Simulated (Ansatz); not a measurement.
# C2H3SSi (charge -1): shift of H6 from C1 to C2, part 2 of 2

How high is the barrier for the shift of H6 from C1 to C2? Relax the two ends, then run a nudged elastic band between them. SMILES of the start: CC#[Si][S-].

Ansatz 0.2.0; RKS B3LYP-D4/def2-SVP.

## Step 7: Vibrations at the top

The geometry is the highest inner image of the first converged band.

input.yaml

```yaml
crystal:
  periodic: [false, false, false]
  atoms:
    - { symbol: C, position_ang: [0.400038, 0.977945, 0.082495] }
    - { symbol: C, position_ang: [-0.155142, 0.050301, -0.785253] }
    - { symbol: Si, position_ang: [0.122353, -1.763059, -1.05217] }
    - { symbol: S, position_ang: [-1.004986, -2.507785, 0.532116] }
    - { symbol: H, position_ang: [0.015882, 2.019587, 0.183885] }
    - { symbol: H, position_ang: [-0.718427, 0.38685, 0.364791] }
    - { symbol: H, position_ang: [1.340283, 0.83615, 0.674126] }
total_charge: -1
basis:
  gaussian: { orbitals: def2-SVP }
hamiltonian:
  xc: b3lyp
  dispersion: d4
phonons: {}
```

Launch:

```
$ ansatz run input.yaml --threads 1 --pin off --max-ram 2048MiB --backend cpu --events-out ev --progress --plain --runs-dir out
```

The program printed (excerpt; [...] marks lines left out):

```text
Warning: RAYON_NUM_THREADS=1 ignored (pool sized by the plan → 1); use --threads N
[...]
Functional definition: B3LYP
[...]
844 factors; integrals over basis functions are off by at most 3.7e-4 eV
[...]
mean field -20826.80553071 eV, -765.3709863378 hartree, gradient 5.1e-5 eV, S^2 0.000000; 0 other end points of the search recorded, 0 dependent functions left out
[...]
reference -20826.80575278 eV, -765.3709944985 hartree; 23, 23 occupied and 56, 56 virtual orbitals, 844 factors
[...]
844 factors; integrals over basis functions are off by at most 3.7e-4 eV
[...]
WARN: phonons: modes at or below zero, which the zero-point energy, F, S and C_V leave out: 1, the lowest at -1263.06 cm⁻¹. A minimum has none, and a first-order saddle one
[...]
Atom 3 at    -1.004986    -2.507785     0.532116 Å, force     0.000006    -0.000033     0.000140 eV/Å
Atom 4 at     0.015882     2.019587     0.183885 Å, force     0.000082     0.000080     0.000087 eV/Å
Atom 5 at    -0.718427     0.386850     0.364791 Å, force     0.000032    -0.000266     0.000286 eV/Å
Atom 6 at     1.340283     0.836150     0.674126 Å, force     0.000029    -0.000126     0.000195 eV/Å
Dipole moment:     0.235274     0.710155     0.271028 e Å
Vibrations: -1263.06 107.46 169.50 260.50 520.54 567.79 596.53 972.96 1078.17 1226.92 1416.20 1508.48 2139.09 2832.77 2881.94 cm⁻¹, zero-point energy 1.009159 eV
```

It took 65 s on 1 thread of Arm Neoverse V2, shared host; peak memory 0.15 GiB.

Of 15 modes, 1 is imaginary by more than 30 cm⁻¹ (1263i cm⁻¹).

## Step 8: Dynamics from the top

It starts at the highest inner image of the first converged band: 200 steps of 0.5 fs at constant energy, with velocities drawn for 300 K.

Edit input.yaml of step 7 so:

```diff
@@ -16,2 +16,8 @@
   dispersion: d4
-phonons: {}
+md:
+  timestep: 0.5
+  n_steps: 200
+  ensemble: nve
+  temperature: 300.0
+  initial_velocities: maxwell_boltzmann
+  seed: 11921
```

Launch:

```
$ ansatz run input.yaml --threads 1 --pin off --max-ram 2048MiB --backend cpu --events-out ev --progress --plain --runs-dir out
```

The program printed (excerpt; [...] marks lines left out):

```text
Warning: RAYON_NUM_THREADS=1 ignored (pool sized by the plan → 1); use --threads N
[...]
[... 1 set-up line as earlier in the session ...]
[...]
844 factors; integrals over basis functions are off by at most 3.7e-4 eV
[...]
mean field -20826.80553071 eV, -765.3709863378 hartree, gradient 5.1e-5 eV, S^2 0.000000; 0 other end points of the search recorded, 0 dependent functions left out
[...]
reference -20826.80575278 eV, -765.3709944985 hartree; 23, 23 occupied and 56, 56 virtual orbitals, 844 factors
[...]
md step    56: t =    28.00 fs  T =   552.6 K  F+E_penalty+E_count = -20827.29681729 eV  E_kin = 0.357160 eV  conserved = -20826.93965717 eV  (32 SCF iters, 3 dispersion substeps)
md step    57: t =    28.50 fs  T =   510.6 K  F+E_penalty+E_count = -20827.26938264 eV  E_kin = 0.329979 eV  conserved = -20826.93940359 eV  (32 SCF iters, 3 dispersion substeps)
md step    58: t =    29.00 fs  T =   472.3 K  F+E_penalty+E_count = -20827.24453995 eV  E_kin = 0.305264 eV  conserved = -20826.93927574 eV  (32 SCF iters, 3 dispersion substeps)
```

## Step 9: More of the same log: dynamics from the highest image of the converged band

Output, continued (excerpt; [...] marks lines left out):

```text
md step    59: t =    29.50 fs  T =   440.6 K  F+E_penalty+E_count = -20827.22415734 eV  E_kin = 0.284764 eV  conserved = -20826.93939320 eV  (32 SCF iters, 3 dispersion substeps)
[...]
md step    78: t =    39.00 fs  T =   693.7 K  F+E_penalty+E_count = -20827.38772529 eV  E_kin = 0.448309 eV  conserved = -20826.93941658 eV  (32 SCF iters, 3 dispersion substeps)
[...]
md step   135: t =    67.50 fs  T =   981.5 K  F+E_penalty+E_count = -20827.57375825 eV  E_kin = 0.634375 eV  conserved = -20826.93938341 eV  (32 SCF iters, 3 dispersion substeps)
md step   136: t =    68.00 fs  T =   973.8 K  F+E_penalty+E_count = -20827.56896990 eV  E_kin = 0.629357 eV  conserved = -20826.93961316 eV  (31 SCF iters, 3 dispersion substeps)
md step   137: t =    68.50 fs  T =   966.6 K  F+E_penalty+E_count = -20827.56465236 eV  E_kin = 0.624741 eV  conserved = -20826.93991106 eV  (31 SCF iters, 3 dispersion substeps)
```

## Step 10: More of the same log: dynamics from the highest image of the converged band

The log, continued (excerpt; [...] marks lines left out):

```text
md step   138: t =    69.00 fs  T =   953.4 K  F+E_penalty+E_count = -20827.55626800 eV  E_kin = 0.616179 eV  conserved = -20826.94008893 eV  (33 SCF iters, 3 dispersion substeps)
[...]
md step   153: t =    76.50 fs  T =   533.0 K  F+E_penalty+E_count = -20827.28461805 eV  E_kin = 0.344495 eV  conserved = -20826.94012270 eV  (31 SCF iters, 3 dispersion substeps)
[...]
Atom 3 at    -1.060235    -2.445087     0.524497 Å, force     0.224555     0.230401     0.161009 eV/Å
Atom 4 at    -0.484776     1.893372    -0.049880 Å, force    -0.338939     0.279601    -0.341288 eV/Å
Atom 5 at     0.106204     0.678007     1.080709 Å, force    -0.060389     0.780189     0.469291 eV/Å
Atom 6 at     1.236729     1.635564     0.177014 Å, force     0.985823    -0.322984    -0.488862 eV/Å
Dipole moment:     0.252327     0.664236     0.130099 e Å
```

Wall time 7.6 min (1 thread of Arm Neoverse V2, shared host); peak memory 0.15 GiB.

## Step 11: What the atoms did

One step in 8; energies are changes from step 0:

```tsv
time (fs)	T (K)	potential energy change (meV/atom)	total energy change (meV/atom)	H6–C1 (Å)	H6–C2 (Å)
0.0	300	0.0	0.00	1.30	1.32
4.0	162	12.9	0.15	1.22	1.29
8.0	220	7.5	0.09	1.27	1.40
12.0	359	-5.4	0.07	1.26	1.51
16.0	639	-31.3	0.05	1.12	1.61
20.0	836	-49.5	0.01	1.12	1.87
24.0	744	-41.0	0.04	1.19	2.17
28.0	553	-23.3	0.02	1.07	2.28
32.0	239	5.7	0.08	1.11	2.39
36.0	341	-3.8	0.07	1.16	2.38
40.0	821	-48.0	0.02	1.08	2.16
44.0	791	-45.2	0.12	1.16	1.99
48.0	604	-28.0	0.05	1.15	1.80
52.0	463	-15.0	0.05	1.10	1.64
56.0	218	7.8	0.17	1.19	1.67
60.0	337	-3.3	0.12	1.17	1.73
64.0	884	-53.9	-0.03	1.08	1.83
68.0	974	-62.2	0.03	1.16	2.08
72.0	717	-38.5	0.06	1.13	2.25
76.0	539	-22.0	0.01	1.07	2.33
80.0	405	-9.6	0.13	1.15	2.43
84.0	740	-40.5	0.09	1.11	2.31
88.0	1276	-90.3	-0.16	1.10	2.11
92.0	970	-61.9	-0.01	1.17	1.93
96.0	423	-11.1	0.18	1.09	1.76
100.0	678	-35.0	-0.08	1.12	1.80
```

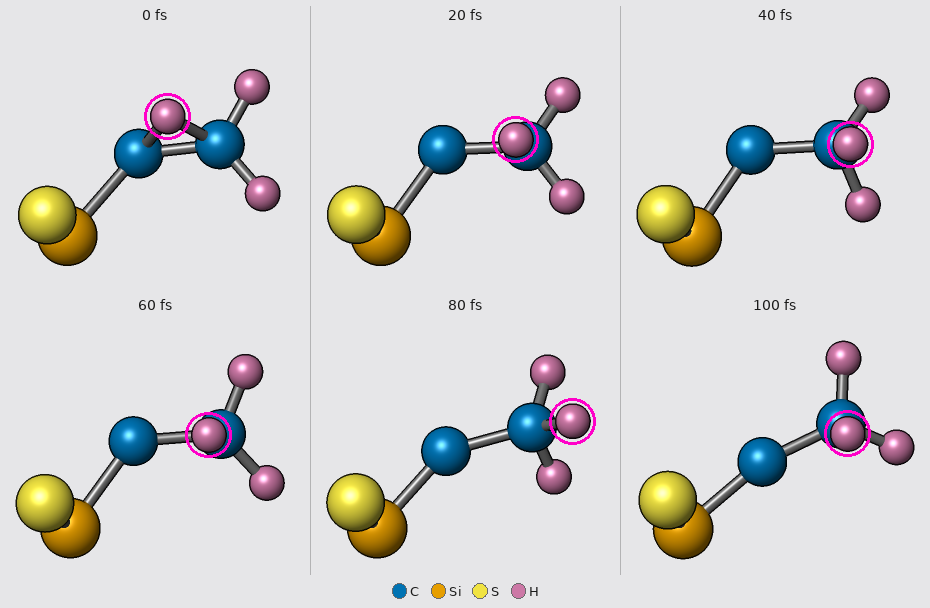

Six frames of the run, seen from a free direction. Sticks join atoms within a bonding distance in each frame.

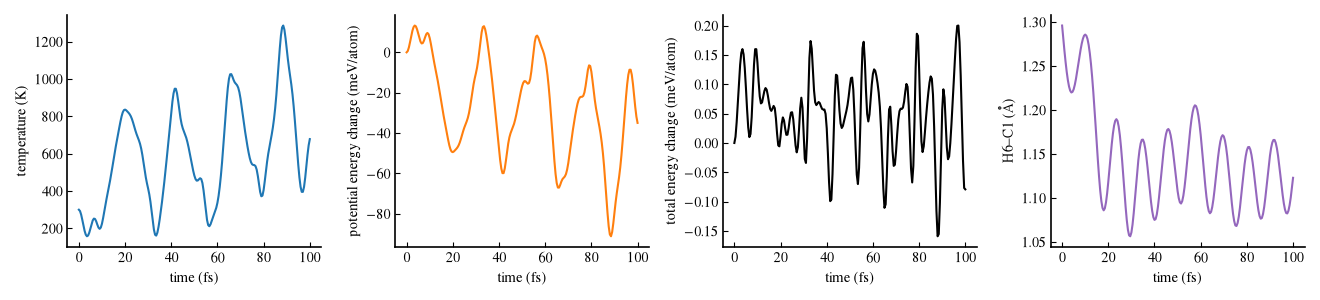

Traces against time; each panel has its own scale.

The last frame stands with the bonds of end A.

## Step 12: Dynamics from the top

It starts at the highest inner image of the first converged band: 200 steps of 0.5 fs at constant energy, with velocities drawn for 100 K.

Edit input.yaml of step 8 so:

```diff
@@ -20,4 +20,4 @@
   ensemble: nve
-  temperature: 300.0
+  temperature: 100.0
   initial_velocities: maxwell_boltzmann
-  seed: 11921
+  seed: 11922
```

Launch:

```
$ ansatz run input.yaml --threads 1 --pin off --max-ram 2048MiB --backend cpu --events-out ev --progress --plain --runs-dir out
```

The program printed (excerpt; [...] marks lines left out):

```text
Warning: RAYON_NUM_THREADS=1 ignored (pool sized by the plan → 1); use --threads N
[...]
[... 1 set-up line as earlier in the session ...]
[...]
844 factors; integrals over basis functions are off by at most 3.7e-4 eV
[...]
mean field -20826.80553071 eV, -765.3709863378 hartree, gradient 5.1e-5 eV, S^2 0.000000; 0 other end points of the search recorded, 0 dependent functions left out
[...]
reference -20826.80575278 eV, -765.3709944985 hartree; 23, 23 occupied and 56, 56 virtual orbitals, 844 factors
[...]
md step    75: t =    37.50 fs  T =   160.5 K  F+E_penalty+E_count = -20827.17262352 eV  E_kin = 0.103733 eV  conserved = -20827.06889025 eV  (31 SCF iters, 3 dispersion substeps)
[...]
md step    99: t =    49.50 fs  T =   798.2 K  F+E_penalty+E_count = -20827.58536333 eV  E_kin = 0.515876 eV  conserved = -20827.06948724 eV  (34 SCF iters, 3 dispersion substeps)
md step   100: t =    50.00 fs  T =   771.6 K  F+E_penalty+E_count = -20827.56815852 eV  E_kin = 0.498677 eV  conserved = -20827.06948171 eV  (34 SCF iters, 3 dispersion substeps)
```

## Step 13: The output, continued: dynamics from the highest image of the converged band

Output, continued (excerpt; [...] marks lines left out):

```text
md step   101: t =    50.50 fs  T =   737.9 K  F+E_penalty+E_count = -20827.54634329 eV  E_kin = 0.476888 eV  conserved = -20827.06945549 eV  (34 SCF iters, 3 dispersion substeps)
[...]
md step   126: t =    63.00 fs  T =   432.8 K  F+E_penalty+E_count = -20827.34888849 eV  E_kin = 0.279707 eV  conserved = -20827.06918197 eV  (34 SCF iters, 3 dispersion substeps)
[...]
Atom 3 at    -1.045602    -2.303128     0.518832 Å, force     0.158971     0.924918     0.335538 eV/Å
Atom 4 at    -0.691884     1.564684     0.490188 Å, force     0.571701    -0.369748     0.053287 eV/Å
Atom 5 at     0.743761     0.592261     1.087018 Å, force    -0.046049     0.848965     0.383066 eV/Å
Atom 6 at     0.863684     1.736021    -0.280862 Å, force     0.228883    -0.662353    -0.739278 eV/Å
Dipole moment:     0.224666     0.511495     0.166120 e Å
```

Wall time 7.7 min (1 thread of Arm Neoverse V2, shared host); peak memory 0.15 GiB.

## Step 14: The trajectory

The trajectory, every 11 steps (energies from step 0):

```tsv
time (fs)	T (K)	potential energy change (meV/atom)	total energy change (meV/atom)	H6–C1 (Å)	H6–C2 (Å)
0.0	100	0.0	0.00	1.30	1.32
5.5	45	5.1	0.01	1.31	1.31
11.0	70	2.8	0.01	1.28	1.35
16.5	220	-11.0	0.02	1.19	1.44
22.0	542	-40.8	-0.02	1.15	1.70
27.5	675	-53.1	-0.04	1.13	2.01
33.0	416	-29.2	-0.03	1.11	2.23
38.5	175	-6.9	0.02	1.11	2.28
44.0	641	-50.0	-0.05	1.10	2.12
49.5	798	-64.5	-0.06	1.14	1.88
55.0	333	-21.5	0.02	1.13	1.63
60.5	306	-19.0	0.00	1.17	1.59
66.0	598	-46.0	0.01	1.12	1.76
71.5	987	-81.9	-0.08	1.15	2.12
77.0	632	-49.1	0.00	1.11	2.34
82.5	628	-48.7	0.00	1.12	2.38
88.0	1135	-95.7	-0.07	1.11	2.19
93.5	1008	-83.9	0.00	1.12	1.97
99.0	1136	-95.7	-0.04	1.12	1.98
100.0	1184	-100.1	-0.04	1.11	2.01
```

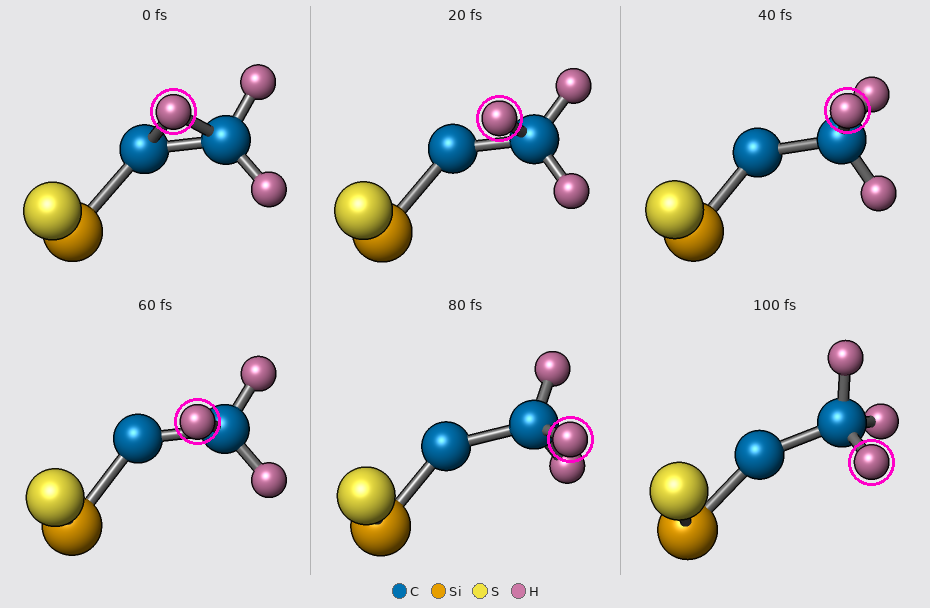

The system at six times, viewed from a free direction. Sticks join atoms within a bonding distance in each frame.

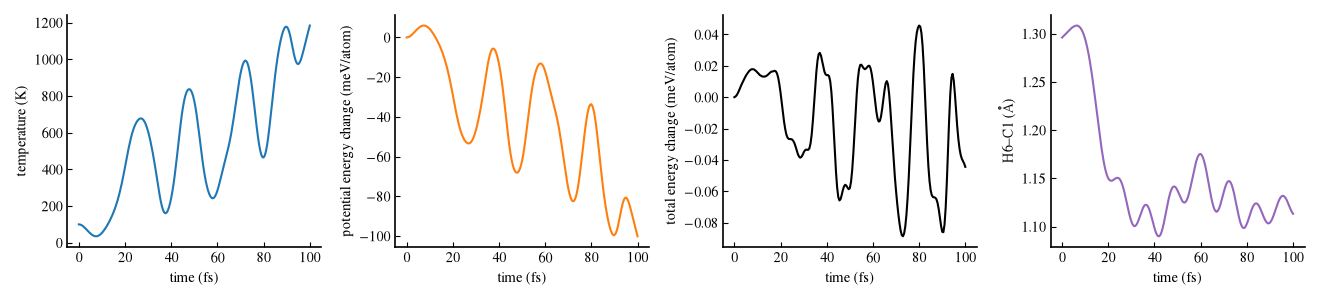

Traces against time; each panel has its own scale.

The last frame stands with the bonds of end A.

## Step 15: Outcome

The summary covers parts 1 to 2.

```
                         quantity                               value
                            end A             6 moves, 0.256 eV lower
                            end B            16 moves, 4.136 eV lower
                 barrier forwards                             1.53 eV
                barrier backwards                             3.05 eV
     second end relative to first                           -1.517 eV
                    highest image              5 of 0 to 10, climbing
                  band iterations                                  33
       imaginary modes at the top                          1263i cm⁻¹
trajectory at 300 K, after 100 fs   with the bonds of end A, at 678 K
trajectory at 100 K, after 100 fs  with the bonds of end A, at 1184 K
```

What this shows: The barrier from the first end is 1.53 eV, 59 times kT at 300 K. The second end lies 1.52 eV below the first, so the way back costs 3.05 eV. By distance, end A alone has C1–H6 and end B alone has C2–H6. One imaginary mode, as a first-order saddle point has. Zero-point energy and entropy are left out. Tunnelling, which matters where hydrogen moves, is missing too.
